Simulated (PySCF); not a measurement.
Bond stretch in HF, singlet.

- RKS-CAM-B3LYP = restricted CAM-B3LYP/cc-pVTZ (PySCF)
- RHF/cc-pVTZ (PySCF)
- UHF/cc-pVTZ (PySCF)

Magnitude of the dipole moment (D; its direction can reverse along the curve, and a method can change to another solution) and Mulliken charge of the fragment that holds F1:

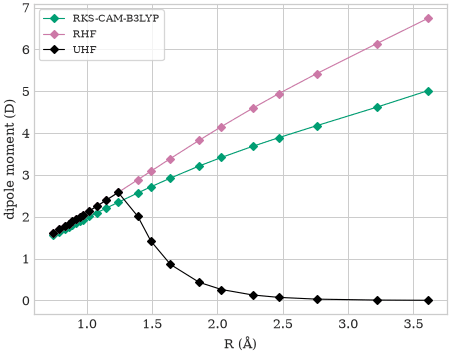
Fig. 1. Dipole moment against bond length.

| R / Å | μ RKS-CAM-B3LYP | q RKS-CAM-B3LYP | μ RHF | q RHF | μ UHF | q UHF |
|---|---|---|---|---|---|---|
| 0.74 | 1.57 | -0.15 | 1.62 | -0.21 | 1.62 | -0.21 |
| 0.79 | 1.65 | -0.21 | 1.70 | -0.26 | 1.70 | -0.26 |
| 0.83 | 1.71 | -0.25 | 1.78 | -0.29 | 1.78 | -0.29 |
| 0.86 | 1.76 | -0.28 | 1.83 | -0.31 | 1.83 | -0.31 |
| 0.89 | 1.80 | -0.30 | 1.89 | -0.33 | 1.89 | -0.33 |
| 0.92 | 1.85 | -0.32 | 1.95 | -0.35 | 1.95 | -0.35 |
| 0.95 | 1.90 | -0.33 | 2.00 | -0.36 | 2.00 | -0.36 |
| 0.97 | 1.93 | -0.34 | 2.04 | -0.37 | 2.04 | -0.37 |
| 1.02 | 2.01 | -0.35 | 2.14 | -0.38 | 2.14 | -0.38 |
| 1.08 | 2.10 | -0.36 | 2.26 | -0.39 | 2.26 | -0.39 |
| 1.15 | 2.21 | -0.37 | 2.40 | -0.40 | 2.40 | -0.40 |
| 1.24 | 2.35 | -0.37 | 2.58 | -0.40 | 2.58 | -0.40 |
| 1.39 | 2.57 | -0.37 | 2.89 | -0.41 | 2.01 | -0.29 |
| 1.49 | 2.72 | -0.37 | 3.09 | -0.41 | 1.42 | -0.20 |
| 1.64 | 2.93 | -0.36 | 3.39 | -0.42 | 0.86 | -0.11 |
| 1.86 | 3.21 | -0.35 | 3.83 | -0.41 | 0.43 | -0.05 |
| 2.03 | 3.42 | -0.33 | 4.16 | -0.41 | 0.26 | -0.03 |
| 2.27 | 3.68 | -0.32 | 4.60 | -0.40 | 0.13 | -0.01 |
| 2.47 | 3.89 | -0.31 | 4.94 | -0.40 | 0.07 | 0.00 |
| 2.76 | 4.18 | -0.30 | 5.42 | -0.39 | 0.03 | 0.00 |
| 3.22 | 4.62 | -0.29 | 6.14 | -0.39 | 0.01 | 0.00 |
| 3.61 | 5.01 | -0.28 | 6.74 | -0.38 | 0.01 | 0.00 |

At the longest distance RKS-CAM-B3LYP leaves fractional charges on the fragments, a sign of delocalisation error or of the restricted form. The restricted form behind RKS-CAM-B3LYP, RHF keeps the bonding electrons paired and can't separate into open-shell fragments. The unrestricted determinant behind UHF is spin-contaminated at 1.39 to 3.61 Å (<S²> up to 1.0, against 0.00 for a pure singlet).
